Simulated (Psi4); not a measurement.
**One shape, several levels: SiH2O (oxosilane)**

We compute a comparison of 6 runs (HF/3-21G, B3LYP/6-31G*, DSD-PBEP86/def2-TZVPP, HSE06/def2-TZVPP, wB97X-V/def2-TZVPP, MP3/def2-TZVPP) of SiH2O (oxosilane). 

The calculation is run with Psi4 1.11.

## (1) The system as given

SiH2O: 4 atoms, total charge 0, spin state singlet. SMILES: `O=[SiH2]`. The Si2–H4 distance was set to 2.674 Å, away from the relaxed value. At this shape a bond of the SMILES string is far longer than usual.

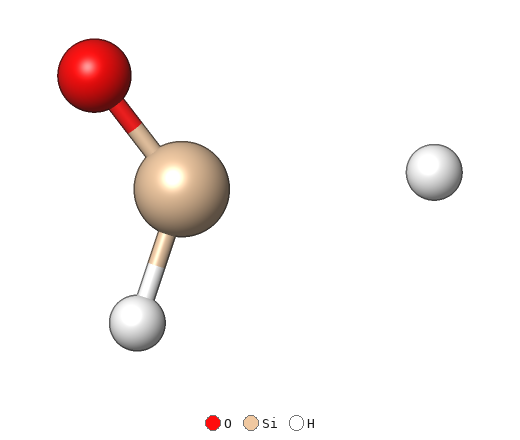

Viewed from a chosen angle; oxygen red, silicon light orange, hydrogen white.

## (2) Energy and gradient at HF/3-21G (run 1)

Contents of job.json:

```json
{
 "schema_name": "qcschema_input",
 "schema_version": 1,
 "molecule": {
  "schema_name": "qcschema_molecule",
  "schema_version": 2,
  "symbols": ["O", "Si", "H", "H"],
  "geometry": [-0.31854168, -0.59864634, 4.53538427, 0.20396759, -1.36152878, 1.82438317, 1.04791928, -3.92361946, 1.04751676, -0.28345892, 1.7436503, -2.13217799],
  "molecular_charge": 0,
  "molecular_multiplicity": 1,
  "fix_symmetry": "c1",
  "fix_com": true,
  "fix_orientation": true
 },
 "driver": "gradient",
 "model": {
  "method": "scf",
  "basis": "3-21G"
 },
 "keywords": {
  "puream": true,
  "e_convergence": 1e-09,
  "d_convergence": 1e-08,
  "scf_type": "pk",
  "scf_properties": ["MULLIKEN_CHARGES", "LOWDIN_CHARGES", "MAYER_INDICES"]
 }
}
```

Launch:

```sh
$ psi4 --qcschema job.json -n 1 --memory 2200MB
```

stdout:

```text
[...]
  Running in c1 symmetry.
[...]
  Nuclear repulsion =   49.739074108100787
[...]
  Multiplicity = 1
[...]
  Nalpha       = 12
  Nbeta        = 12
[...]
    Number of basis functions: 26
[...]
   @RHF iter   1:  -362.66385244703451   -7.70572e-01   2.10837e-02 DIIS/ADIIS
[...]
   @RHF iter  13:  -362.81443250865044   -6.25278e-13   3.52748e-09 DIIS
[...]
  @RHF Final Energy:  -362.81443250865044
   => Energetics <=
    Nuclear Repulsion Energy =             49.7390741081007874
    One-Electron Energy =                -601.5154401152749415
    Two-Electron Energy =                 188.9619334985236776
    Total Energy =                       -362.8144325086504978
[...]
 Multipole Moments:
 ------------------------------------------------------------------------------------
     Multipole            Electronic (a.u.)      Nuclear  (a.u.)        Total (a.u.)
 ------------------------------------------------------------------------------------
 L = 1.  Multiply by 2.5417464519 to convert [e a0] to [Debye]
 Dipole X            :         -0.7343026            1.0716732            0.3373706
 Dipole Y            :         25.2360797          -26.0305428           -0.7944631
 Dipole Z            :        -61.6720708           60.7397773           -0.9322935
 Magnitude           :                                                    1.2704967
[...]
  Mulliken Charges: (a.u.)
   Center  Symbol    Alpha    Beta     Spin     Total
       1     O     4.35758  4.35758  0.00000 -0.71516
       2    SI     6.51991  6.51991  0.00000  0.96019
       3     H     0.58228  0.58228  0.00000 -0.16456
       4     H     0.54023  0.54023  0.00000 -0.08047
   Total alpha = 12.00000, Total beta = 12.00000, Total charge =  0.00000
  Lowdin Charges: (a.u.)
   Center  Symbol    Alpha    Beta     Spin     Total
       1     O     4.26718  4.26718  0.00000 -0.53436
       2    SI     6.64927  6.64927  0.00000  0.70146
[...]
  -Total Gradient:
     Atom            X                  Y                   Z
    ------   -----------------  -----------------  -----------------
       1        0.009868148214    -0.017951095444    -0.041611862430
       2       -0.004586844126    -0.015765363073     0.084691224569
       3        0.001046933548    -0.005820833709     0.006186586406
       4       -0.006328237637     0.039537292227    -0.049265948547
[...]
```

The result, in JSON:

```text
{
 "driver": "gradient",
 "model": {
  "method": "scf",
  "basis": "3-21G"
 },
 "success": true,
 "return_result": [0.009868148214300973, -0.017951095444156434, -0.04161186242958409, -0.004586844125547239, -0.01576536307298754, 0.0846912245685463, 0.0010469335475754502, -0.0058208337094562135, 0.00618658640631254, -0.006328237636599886, 0.03953729222670149, -0.04926594854723343],
 "properties": {
  "calcinfo_nbasis": 26,
  "calcinfo_nmo": 26,
  "calcinfo_nalpha": 12,
  "calcinfo_nbeta": 12,
  "calcinfo_natom": 4,
  "nuclear_repulsion_energy": 49.73907410810079,
  "return_energy": -362.81443250865044,
  "return_gradient": [0.009868148214300973, -0.017951095444156434, -0.04161186242958409, -0.004586844125547239, -0.01576536307298754, 0.0846912245685463, 0.0010469335475754502, -0.0058208337094562135, 0.00618658640631254, -0.006328237636599886, 0.03953729222670149, -0.04926594854723343],
  "scf_one_electron_energy": -601.5154401152749,
  "scf_two_electron_energy": 188.96193349852368,
  "scf_dipole_moment": [0.3373705609777322, -0.7944631220623997, -0.9322935166494304],
  "scf_total_energy": -362.81443250865044,
  "scf_total_gradient": [0.009868148214300973, -0.017951095444156434, -0.04161186242958409, -0.004586844125547239, -0.01576536307298754, 0.0846912245685463, 0.0010469335475754502, -0.0058208337094562135, 0.00618658640631254, -0.006328237636599886, 0.03953729222670149, -0.04926594854723343],
  "scf_iterations": 13
 }
}
```

It took 3.6 s on 1 thread of Intel Xeon Platinum 8259CL at 2.50GHz (Skylake/Cascade Lake), shared host; peak memory 0.18 GiB.

## (3) Energy and forces at B3LYP/6-31G(d) (spherical functions) (run 2)

Contents of input.inp:

```
memory 2.2 GB

molecule system {
  0 1
  O
  Si 1 1.515752
  H 2 1.485479 1 124.04596
  H 2 2.674 3 111.91135 1 -179.99635
  symmetry c1
  no_reorient
  no_com
}

set globals {
  basis                6-31G*
  puream               true
  e_convergence        1e-09
  d_convergence        1e-08
  scf_type             pk
  dft_radial_points    99
  dft_spherical_points 590
}

result, w = gradient('b3lyp', return_wfn=True)
oeprop(w, 'DIPOLE', 'MULLIKEN_CHARGES', 'MAYER_INDICES', title='B3LYP')
print_variables()
```

Launch:

```sh
$ psi4 -n 1 input.inp input.out
```

input.out:

```text
[...]
  Running in c1 symmetry.
[...]
  Nuclear repulsion =   49.739065742870970
[...]
  Multiplicity = 1
[...]
  Nalpha       = 12
  Nbeta        = 12
[...]
    Number of basis functions: 36
[...]
   @RKS iter   1:  -365.44469765089264   -2.11555e-01   2.30292e-02 DIIS/ADIIS
[...]
   @RKS iter  13:  -365.77858516782311   -1.70530e-13   1.58042e-09 DIIS
[...]
  @RKS Final Energy:  -365.77858516782311
   => Energetics <=
    Nuclear Repulsion Energy =             49.7390657428709702
    One-Electron Energy =                -604.3356657597252024
    Two-Electron Energy =                 213.1135370516858245
    DFT Exchange-Correlation Energy =     -24.2955222026547055
    Empirical Dispersion Energy =           0.0000000000000000
    VV10 Nonlocal Energy =                  0.0000000000000000
    Total Energy =                       -365.7785851678231097
[...]
  -Total Gradient:
     Atom            X                  Y                   Z
    ------   -----------------  -----------------  -----------------
       1        0.000000825461    -0.000474282333     0.014975895454
       2       -0.000004579723    -0.040862791844    -0.035344239159
       3        0.000000626919     0.002403488425    -0.004607267340
       4        0.000003125880     0.038941298565     0.024980760272
[...]
 Multipole Moments:
 ------------------------------------------------------------------------------------
     Multipole            Electronic (a.u.)      Nuclear  (a.u.)        Total (a.u.)
 ------------------------------------------------------------------------------------
 L = 1.  Multiply by 2.5417464519 to convert [e a0] to [Debye]
 Dipole X            :         -0.0001870            0.0001416           -0.0000454
 Dipole Y            :         -1.4830109            0.8822528           -0.6007581
 Dipole Z            :         -2.1443684            3.0811432            0.9367748
 Magnitude           :                                                    1.1128600
[...]
  Mulliken Charges: (a.u.)
   Center  Symbol    Alpha    Beta     Spin     Total
       1     O     4.23200  4.23200  0.00000 -0.46399
       2    SI     6.70769  6.70769  0.00000  0.58462
       3     H     0.51372  0.51372  0.00000 -0.02745
       4     H     0.54659  0.54659  0.00000 -0.09318
   Total alpha = 12.00000, Total beta = 12.00000, Total charge =  0.00000
  Mayer Bond Indices:
[...]
```

Run time: 13 s. Hardware: 1 thread of Intel Xeon Platinum 8259CL at 2.50GHz (Skylake/Cascade Lake), shared host; peak memory 0.43 GiB.

Runs 3 to 5 aren't shown in full; the table further down has their settings and results.

## (4) A single-point energy at MP3/def2-TZVPP (run 6)

Contents of h2osi.inp:

```
memory 2200 mb

molecule system {
  O
  Si 1 1.515752
  H 2 1.485479 1 124.04596
  H 2 2.674 3 111.91135 1 -179.99635
  symmetry c1
}

set {
  basis def2-TZVPP
  puream true
  e_convergence 1e-09
  d_convergence 1e-08
  scf_type pk
  num_frozen_docc 6
  mp_type conv
}

energy_value, wavefunction = energy('mp3', return_wfn=True)
print_variables()
```

Launch:

```sh
$ psi4 h2osi.inp h2osi.out -n 1
```

h2osi.out:

```text
[...]
  Running in c1 symmetry.
[...]
  Nuclear repulsion =   49.739065742870970
[...]
  Multiplicity = 1
[...]
  Nalpha       = 12
  Nbeta        = 12
[...]
    Number of basis functions: 101
[...]
   @RHF iter   1:  -364.67852217056668   -7.95610e-01   6.10522e-03 ADIIS/DIIS
[...]
   @RHF iter  12:  -364.84197044347212   -1.52909e-11   5.22900e-09 DIIS
[...]
    Orbital Energies [Eh]
    ---------------------
    Doubly Occupied:
       1A    -68.883922     2A    -20.543584     3A     -6.226224
       4A     -4.333660     5A     -4.330674     6A     -4.330267
       7A     -1.274170     8A     -0.690029     9A     -0.552393
      10A     -0.502039    11A     -0.484524    12A     -0.366119
[...]
  @RHF Final Energy:  -364.84197044347212
   => Energetics <=
    Nuclear Repulsion Energy =             49.7390657428709702
    One-Electron Energy =                -604.1268627701263085
    Two-Electron Energy =                 189.5458265837832528
    Total Energy =                       -364.8419704434721211
[...]
 Multipole Moments:
 ------------------------------------------------------------------------------------
     Multipole            Electronic (a.u.)      Nuclear  (a.u.)        Total (a.u.)
 ------------------------------------------------------------------------------------
 L = 1.  Multiply by 2.5417464519 to convert [e a0] to [Debye]
 Dipole X            :         -0.0001992            0.0001416           -0.0000576
 Dipole Y            :         -1.5536332            0.8822528           -0.6713804
 Dipole Z            :         -1.7942227            3.0811432            1.2869205
 Magnitude           :                                                    1.4515220
[...]
	SCS-MP2 Total Energy (a.u.)        :  -365.22061590949659
	SOS-MP2 Total Energy (a.u.)        :  -365.22123592091509
[...]
	SOS-PI-MP2 Total Energy (a.u.)     :  -365.25041018841068
[...]
	MP2 Total Energy (a.u.)            :  -365.21937588665946
[...]
	SCS-MP3 Total Energy (a.u.)        :  -365.22160035979141
[...]
	MP3 Total Energy (a.u.)            :  -365.22331368783870
[...]
```

It took 19 s on 1 thread of Intel Xeon Platinum 8259CL at 2.50GHz (Skylake/Cascade Lake), shared host; peak memory 1.1 GiB.

## (5) The series

```
run                                                    level         integration grid      task  energy (Eh)  dipole moment (D)  HOMO energy (eV)  LUMO energy (eV)  wall time
  1                                                 HF/3-21G                        –  gradient  -362.814433               3.23             -9.45             -0.39      3.6 s
  2                       B3LYP/6-31G* (spherical functions)  99 radial × 590 angular  gradient  -365.778585               2.83             -7.30             -3.67       13 s
  3  DSD-PBEP86/def2-TZVPP (density fitting for correlation)  99 radial × 590 angular    energy  -365.433993                  –             -9.20             -1.94       17 s
  4                                         HSE06/def2-TZVPP  99 radial × 590 angular  gradient  -365.643137               3.07             -7.29             -4.05       70 s
  5                                       wB97X-V/def2-TZVPP  99 radial × 590 angular    energy  -365.742050               3.18             -9.77             -1.68       96 s
  6                                           MP3/def2-TZVPP                        –    energy  -365.223314                  –             -9.96             -0.70       19 s
```

## (6) Outcome

```
                                          quantity          value
                               run 6: total energy  -365.22331 Eh
        run 6: HOMO energy (Hartree–Fock orbitals)       -9.96 eV
        run 6: LUMO energy (Hartree–Fock orbitals)       -0.70 eV
      run 6: HOMO–LUMO gap (Hartree–Fock orbitals)        9.27 eV
run 6: correlation energy (6 core orbitals frozen)     -381.3 mEh
```

Over runs 1, 2, 4, 5 the dipole moment (its size) runs from 2.83 D (B3LYP/6-31G*) to 3.23 D (HF/3-21G). The two ends differ in method and basis. Over runs 1, 2, 3, 4, 5 the HOMO–LUMO gap runs from 3.24 eV (HSE06/def2-TZVPP) to 9.06 eV (HF/3-21G). Totals of different functionals can't be ranked against each other. In runs 1, 2, 3, 4, 5, 6 a closed-shell determinant meets a far-stretched bond, which it describes badly. All runs together took 3.6 min, the longest 96 s.
